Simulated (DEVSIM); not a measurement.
Device: abrupt Si n-p junction, at 300 K.

```
layer (left to right)  material  thickness (μm)  Nd (cm⁻³)  Na (cm⁻³)  τn (s)  τp (s)
---------------------  --------  --------------  ---------  ---------  ------  ------
1                            Si           0.440     6.3e17          -  1.8e-5  1.8e-5
2                            Si            20.0          -     2.2e14  1.8e-5  1.8e-5
```

Left contact: ohmic. Right contact: ohmic. Voltage is applied to the left contact. Recombination: SRH at mid-gap, radiative. Mobility is constant in doping.

This is a model device: material constants are rounded textbook-type values typed into the input, and sizes, dopings and lifetimes were drawn at random. Values at 300 K.

| parameter | Si |
|---|---|
| gap (eV) | 1.124 |
| affinity (eV) | 4.05 |
| permittivity | 11.7 |
| Nc (cm⁻³) | 2.86e19 |
| Nv (cm⁻³) | 3.1e19 |
| μn (cm²/Vs) | 1417 |
| μp (cm²/Vs) | 470 |
| B (cm³/s) | 4.7e-15 |

Simulated with DEVSIM: 1D drift-diffusion, Boltzmann statistics, complete ionisation; no tunnelling, impact ionisation, image-force lowering or self-heating.

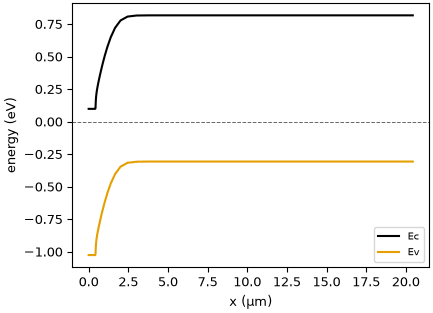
Figure: Band edges at zero bias

Energies count from the Fermi level of the right contact; mesh points crowd at the junctions.

```json
[
 {"x (μm)": "0.000", "Ec (eV)": "0.099", "Ev (eV)": "-1.025", "n (cm⁻³)": "6.3e17", "p (cm⁻³)": "180", "field (V/cm)": "≈ 0"},
 {"x (μm)": "0.02493", "Ec (eV)": "0.099", "Ev (eV)": "-1.025", "n (cm⁻³)": "6.3e17", "p (cm⁻³)": "180", "field (V/cm)": "≈ 0"},
 {"x (μm)": "0.07652", "Ec (eV)": "0.099", "Ev (eV)": "-1.025", "n (cm⁻³)": "6.3e17", "p (cm⁻³)": "180", "field (V/cm)": "≈ 0"},
 {"x (μm)": "0.1719", "Ec (eV)": "0.099", "Ev (eV)": "-1.025", "n (cm⁻³)": "6.3e17", "p (cm⁻³)": "180", "field (V/cm)": "≈ 0"},
 {"x (μm)": "0.3384", "Ec (eV)": "0.099", "Ev (eV)": "-1.025", "n (cm⁻³)": "6.3e17", "p (cm⁻³)": "180", "field (V/cm)": "≈ 0"},
 {"x (μm)": "0.4001", "Ec (eV)": "0.099", "Ev (eV)": "-1.025", "n (cm⁻³)": "6.3e17", "p (cm⁻³)": "180", "field (V/cm)": "30"},
 {"x (μm)": "0.4335", "Ec (eV)": "0.108", "Ev (eV)": "-1.016", "n (cm⁻³)": "4.5e17", "p (cm⁻³)": "260", "field (V/cm)": "17000"},
 {"x (μm)": "0.4660", "Ec (eV)": "0.187", "Ev (eV)": "-0.937", "n (cm⁻³)": "2.1e16", "p (cm⁻³)": "5600", "field (V/cm)": "14000"},
 {"x (μm)": "0.5202", "Ec (eV)": "0.241", "Ev (eV)": "-0.883", "n (cm⁻³)": "2.6e15", "p (cm⁻³)": "45000", "field (V/cm)": "7600"},
 {"x (μm)": "0.6419", "Ec (eV)": "0.318", "Ev (eV)": "-0.806", "n (cm⁻³)": "1.3e14", "p (cm⁻³)": "900000", "field (V/cm)": "5800"},
 {"x (μm)": "0.8862", "Ec (eV)": "0.447", "Ev (eV)": "-0.677", "n (cm⁻³)": "8.8e11", "p (cm⁻³)": "1.3e8", "field (V/cm)": "4800"},
 {"x (μm)": "1.666", "Ec (eV)": "0.721", "Ev (eV)": "-0.403", "n (cm⁻³)": "2.2e7", "p (cm⁻³)": "5.3e12", "field (V/cm)": "2200"},
 {"x (μm)": "3.017", "Ec (eV)": "0.816", "Ev (eV)": "-0.308", "n (cm⁻³)": "560000", "p (cm⁻³)": "2.1e14", "field (V/cm)": "48"},
 {"x (μm)": "6.054", "Ec (eV)": "0.818", "Ev (eV)": "-0.306", "n (cm⁻³)": "530000", "p (cm⁻³)": "2.2e14", "field (V/cm)": "≈ 0"},
 {"x (μm)": "13.52", "Ec (eV)": "0.818", "Ev (eV)": "-0.306", "n (cm⁻³)": "530000", "p (cm⁻³)": "2.2e14", "field (V/cm)": "≈ 0"},
 {"x (μm)": "17.13", "Ec (eV)": "0.818", "Ev (eV)": "-0.306", "n (cm⁻³)": "530000", "p (cm⁻³)": "2.2e14", "field (V/cm)": "≈ 0"},
 {"x (μm)": "18.92", "Ec (eV)": "0.818", "Ev (eV)": "-0.306", "n (cm⁻³)": "530000", "p (cm⁻³)": "2.2e14", "field (V/cm)": "≈ 0"},
 {"x (μm)": "19.72", "Ec (eV)": "0.818", "Ev (eV)": "-0.306", "n (cm⁻³)": "530000", "p (cm⁻³)": "2.2e14", "field (V/cm)": "≈ 0"},
 {"x (μm)": "20.19", "Ec (eV)": "0.818", "Ev (eV)": "-0.306", "n (cm⁻³)": "530000", "p (cm⁻³)": "2.2e14", "field (V/cm)": "≈ 0"},
 {"x (μm)": "20.33", "Ec (eV)": "0.818", "Ev (eV)": "-0.306", "n (cm⁻³)": "530000", "p (cm⁻³)": "2.2e14", "field (V/cm)": "≈ 0"},
 {"x (μm)": "20.40", "Ec (eV)": "0.818", "Ev (eV)": "-0.306", "n (cm⁻³)": "530000", "p (cm⁻³)": "2.2e14", "field (V/cm)": "≈ 0"},
 {"x (μm)": "20.44", "Ec (eV)": "0.818", "Ev (eV)": "-0.306", "n (cm⁻³)": "530000", "p (cm⁻³)": "2.2e14", "field (V/cm)": "≈ 0"}
]
```
